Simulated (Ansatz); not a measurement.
Take Ca in the fcc (Cu type) structure (space group Fm-3m, No. 225; a = 5.569 Å; relaxed with 0.1 eV smearing) as the base. Axes: x, y, z lie along the cube axes.

Structures relaxed with r2SCAN (Ansatz, a quantum-chemistry and plane-wave program; PAW; 500 eV plane waves; spin-orbit coupling left out), earlier PAW set.

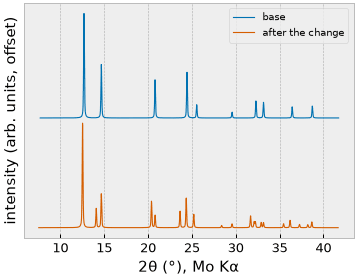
*Simulated powder patterns before (top) and after one change*

Question: Name the change that was made.
(A) uniaxial strain ε_xx = +4.10 %
(B) biaxial strain −2.03 %, plane normal [111], relaxed out of plane
(C) uniaxial strain ε_zz = −1.75 %

Answer: A, uniaxial strain ε_xx = +4.10 %. Its volume per atom is 44.94 Å³ against 43.17 Å³, and its space group is I4/mmm (No. 139).

Whether these cells are dynamically stable was not tested.
